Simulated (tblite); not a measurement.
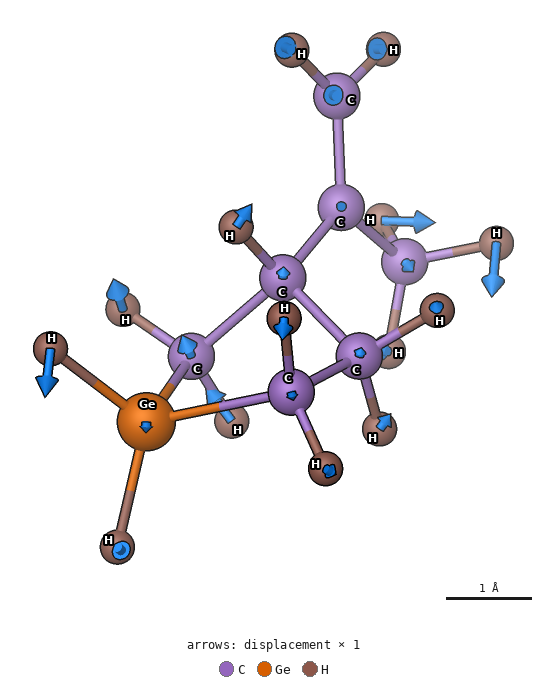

This is a relaxation of C$_{7}$H$_{14}$Ge. The starting structure is drawn; blue arrows show the displacements, at their true length. The two geometries are superimposed by the best rigid fit.

The picture is a ball-and-stick view, seen from a free direction.

Level of theory: GFN2-xTB geometry optimisation, gas phase (tblite 0.8.0). 

Question: Atoms of which element are displaced furthest, and by how much?

Answer: Hydrogen: up to 0.76 Å, against 0.34 Å for carbon.

Question: What did the optimiser do to the structure, and how much energy did it gain?

Answer: The largest move after the best rigid fit is that of an H atom, 0.76 Å. Largest moves by element: H 0.76 Å, C 0.34 Å, Ge 0.14 Å. Among the contacts that change: C–C 1.458 → 1.506 Å, Ge–H 1.551 → 1.506 Å, C–H 1.125 → 1.090 Å, C–H 1.110 → 1.077 Å. Bond angles that change, for instance: C–C–Ge 94.5° → 103.0°, H–Ge–H 114.2° → 106.3°, H–C–H 114.7° → 107.4°. Groups turn about C–C by about 40°. The energy falls by 13.5 kcal/mol in 121 geometry steps.
